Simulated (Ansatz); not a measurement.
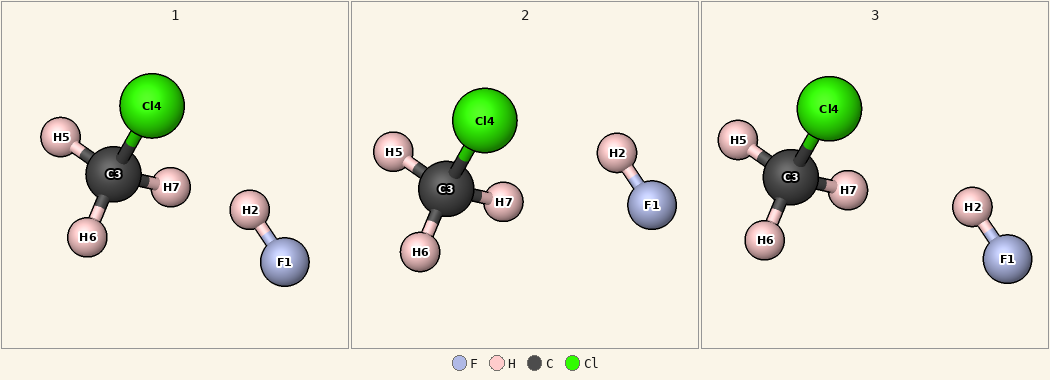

The pair FH···CH₃Cl. The first coordinate is: separation of Cl4 and H2 along their line in the relaxed pair; the second: sideways slip of F1, H2. Nothing is relaxed (both partners rigid). Grid: 11 × 11 points. Points are written as (first, second). All energies are given in kJ/mol relative to the two partners far apart, frozen as in the relaxed pair, each in its own basis (no counterpoise correction). Computed with Ansatz, RKS PBE0-D4/def2-TZVPD.

The numbered pictures are structures from this grid.

Q: Rank them by energy, lowest first.

A: 1, at (2.209 Å, 0.00 Å): −22.0 kJ/mol; 3, at (2.846 Å, 0.88 Å): −11.1 kJ/mol; 2, at (2.209 Å, 1.76 Å): −6.7 kJ/mol.

The map, with the structures marked:

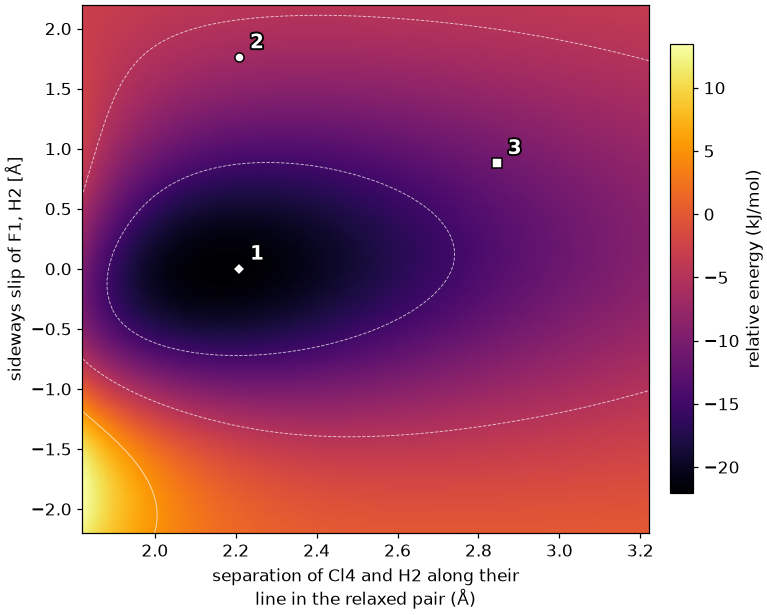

The picture shows a smooth colour map with a few white contour lines. Between grid points the surface is interpolated.
